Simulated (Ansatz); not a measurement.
# Direct or indirect: LiPS3 (C2/m)

```
S P Li
1.0
     5.55780   -3.50350    0.00000
     5.55780    3.50350    0.00000
    -3.79579    0.00000    5.30744
S P Li
6 2 2
Direct
  0.68080 0.68080 0.06150
  0.31920 0.31920 0.93850
  0.80220 0.80220 0.67390
  0.19780 0.19780 0.32610
  0.77880 0.22120 0.50000
  0.22120 0.77880 0.50000
  0.84610 0.84610 0.41940
  0.15390 0.15390 0.58060
  0.24070 0.75930 0.00000
  0.75930 0.24070 0.00000
```

Method: Ansatz, PBE, independent particles, without spin-orbit coupling, line width 0.15 eV (Gaussian). The band structure gives a fundamental gap of 1.85 eV. The spectrum of vertical transitions near the edge:

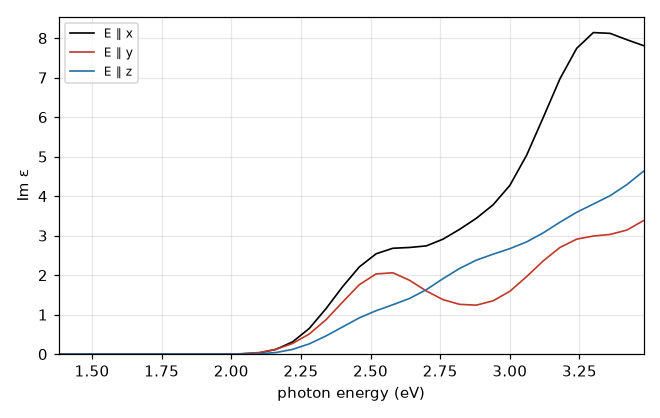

(1) Is the gap direct or indirect, and about where do vertical transitions set in?

## Answers

(1) Indirect, by the band path, whose least direct gap is 2.24 eV. The curves fit this: they stay near zero above 1.85 eV and rise only from about 2.2 eV, though a forbidden direct transition would look alike. Lines are broadened by 0.15 eV, which spreads the edge, and phonons, which would give weak absorption from the fundamental gap up, are left out.

[Logs are printed without paths, hosts, clocks, repeated set-up lines and the standing remarks that a program may print on its own settings, such as how far it seeks lower states.]
